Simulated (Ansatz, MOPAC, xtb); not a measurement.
# How methods differ on BH3O3 (boric acid)

BH3O3, singlet, SMILES `OB(O)O`. Each level relaxes the structure for itself.

Quantity: the highest harmonic wavenumber at each level's own minimum, in cm⁻¹. The values are calculated.

| level | kind | program | value (cm⁻¹) |
| --- | --- | --- | --- |
| MNDO | semi-empirical | MOPAC | 4036 |
| MNDOD | semi-empirical | MOPAC | 4036 |
| PM3 | semi-empirical | MOPAC | 3916 |
| GFN1-xTB | semi-empirical | xtb | 3744 |
| HF/STO-3G | Hartree–Fock | Ansatz | 4315 |
| HF/3-21G | Hartree–Fock | Ansatz | 3969 |
| HF/6-31G* (Cartesian functions) | Hartree–Fock | Ansatz | 4168 |
| PBE/def2-SVP | GGA | Ansatz | 3798 |
| PBE0-D4/def2-TZVP | global hybrid | Ansatz | 3939 |
| B3LYP/6-31G* (Cartesian functions) | global hybrid | Ansatz | 3829 |

Harmonic and unscaled. The values span 3744 to 4315 cm⁻¹.

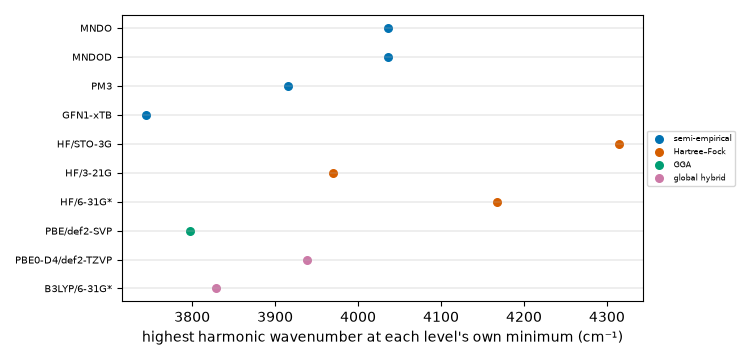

The values of the table, level by level.
